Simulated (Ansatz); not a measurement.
The starting structures come from a database of crystals and need not be the phases stable at ambient conditions.

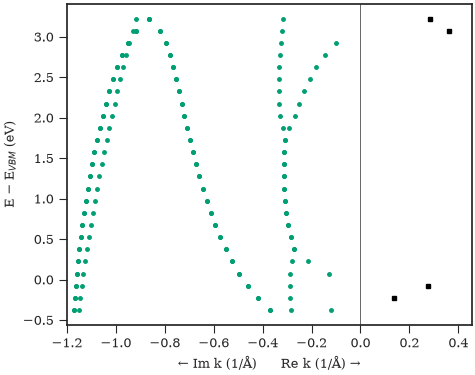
Fig. 1. Complex bands at the centre of the two-dimensional zone; r2SCAN (Ansatz, a quantum-chemistry and plane-wave program)

The gap is the functional's own, uncorrected, and κ follows it; spin-orbit coupling is left out. Mid-gap values are interpolated between the computed energies.

Q: This is PbBrF (P4/nmm, not sure to be the ambient phase, 6 atoms a cell, 22.3 Å³ an atom) along the normal of (001). Read off the slowest decay at the centre of the two-dimensional zone at 1.57 eV, the computed energy nearest the middle of the gap.

A: κ ≈ 0.31 1/Å, a decay length 1/(2κ) of the density of 1.6 Å.
